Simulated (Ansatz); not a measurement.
# Scan of one atom of the cell for InAs (zinc blende)

Relaxed InAs (zinc blende):

```
InAs
1.0
    0.00000     6.10911     6.10911
    3.05455     0.00000     3.05455
    3.05455     3.05455     0.00000
As In
2 2
Direct
  0.37500   0.75000   0.75000
  0.87500   0.75000   0.75000
  0.00000   0.00000   0.00000
  0.50000   0.00000   0.00000
```

In each cell atom 4 (In, nearest neighbour As at 2.645 Å; its periodic images, 4.3 Å or more away, move with it) moves by s·(0.577, 0.577, 0.577) (along Cartesian [111]), the rest being held.

Calculation: r2SCAN (plane waves to 500 eV, PAW, scalar-relativistic; Ansatz, a first-principles code). k mesh 4×8×8 (Γ-centred), Fermi-Dirac smearing 0.05 eV. The energy includes the smearing's −TS. F∥ is the force on the atom along that direction. InAs was relaxed with its symmetry unable to fall. ΔE is measured from the undisplaced structure.

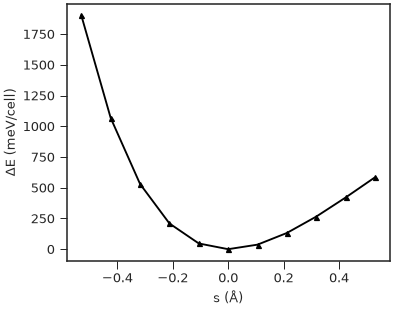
Figure. ΔE (meV/cell) against s (Å); computed points joined by lines.

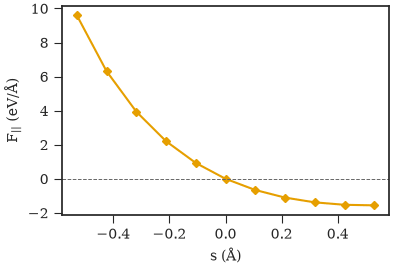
F∥ (eV/Å) against s (Å); computed points joined by lines.

The energy at s = 0.530 Å is 585 meV/cell. The force constant k = d²E/ds² at s = 0 (finite differences) is 7.38 eV/Å² and the force along the line at s = -0.530 Å is 9.60 eV/Å. Shape of the curve: a single well with its minimum at or next to zero displacement. Symmetry of the curve: not even: the negative side lies higher at ±0.530 Å.

With its periodic images moving along, the atom's site symmetry in this cell is 3m.

(A displaced cell: forces are minus the slopes of the energy, force constants its curvatures, and phonons follow from these.)
